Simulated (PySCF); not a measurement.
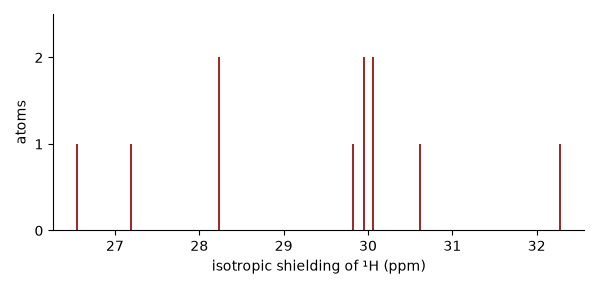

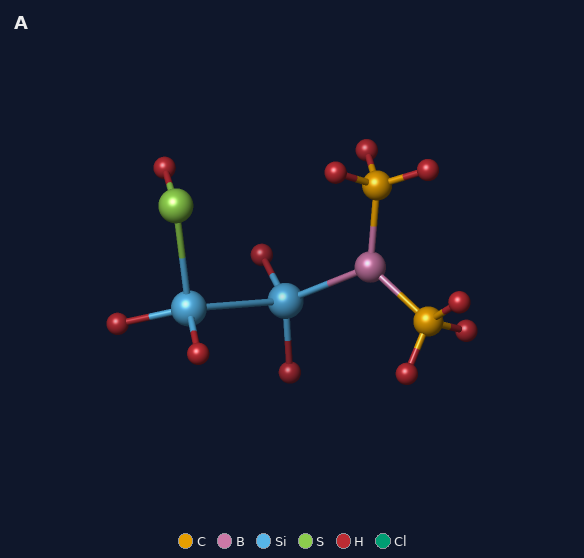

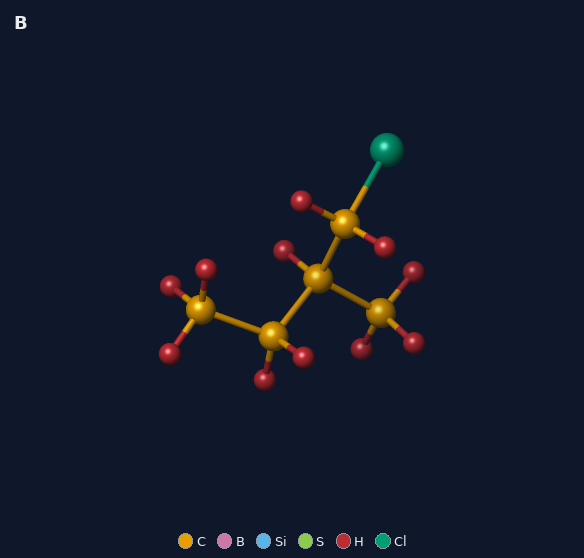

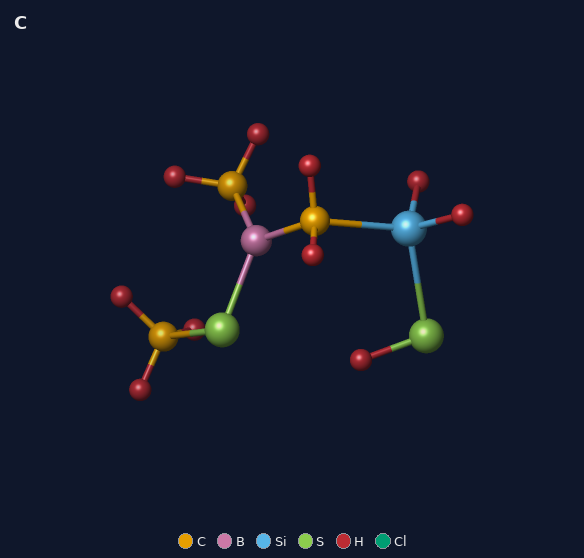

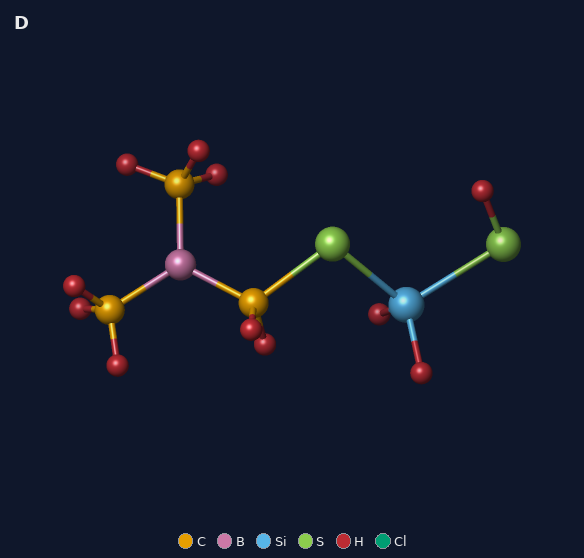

The sticks are computed shieldings of one of the molecules, for one fixed geometry (GFN2-xTB) without averaging over rotations. Low shielding means a high chemical shift. Method: GIAO PBE0/pcSseg-1 NMR shielding, non-relativistic, gas phase (PySCF 2.14.0).

Match the spectrum to a structure.

Answer. A, `CB(C)[SiH2][SiH2]S`. Its 11 H atoms give lines at 26.55, 27.20, 28.24 (2 atoms), 29.82, 29.95 (2 atoms), 30.06 (2 atoms), 30.61, 32.28 ppm.

The geometry is semi-empirical. Around B, Si such bond lengths and angles can be off by a tenth of an ångström or more and by several degrees, and values that hang on the shape move with them.
